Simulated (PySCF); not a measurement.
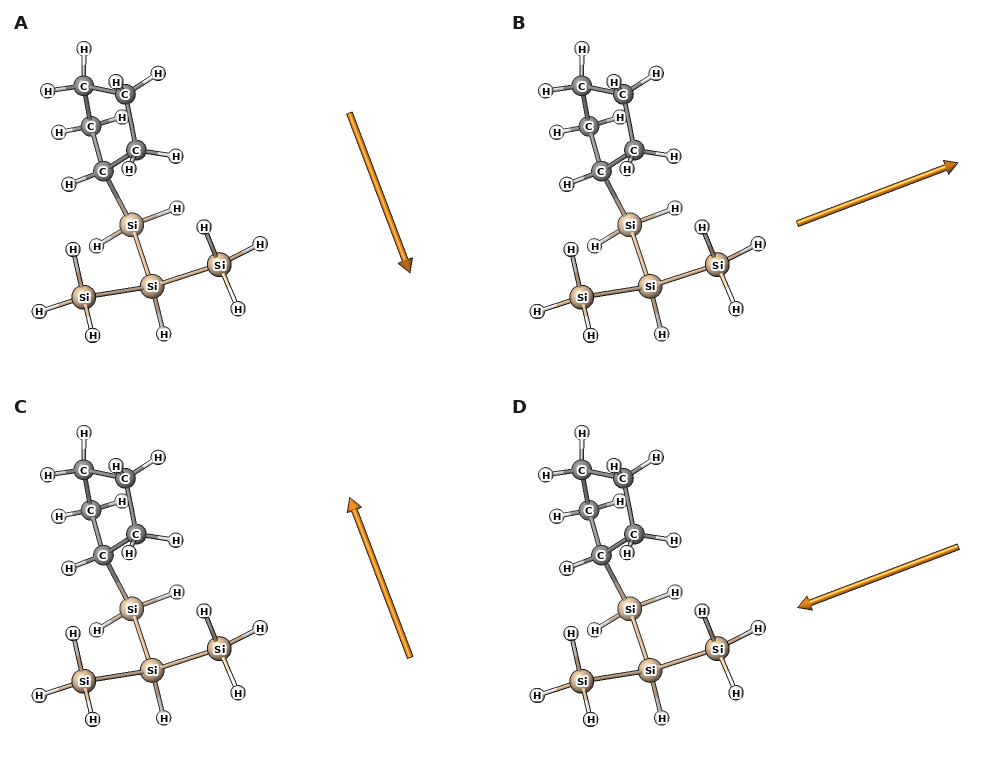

The same molecule four times, each with an arrow. The geometry was computed by an optimisation with PBE0-D3(BJ)/def2-SVP. No frequency run is at hand to confirm it as a minimum. Properties computed with CAM-B3LYP/pcSseg-1, gas phase (PySCF 2.14.0).

Which arrow points along the dipole moment, from the negative to the positive end?

C. The dipole moment is 1.03 D.
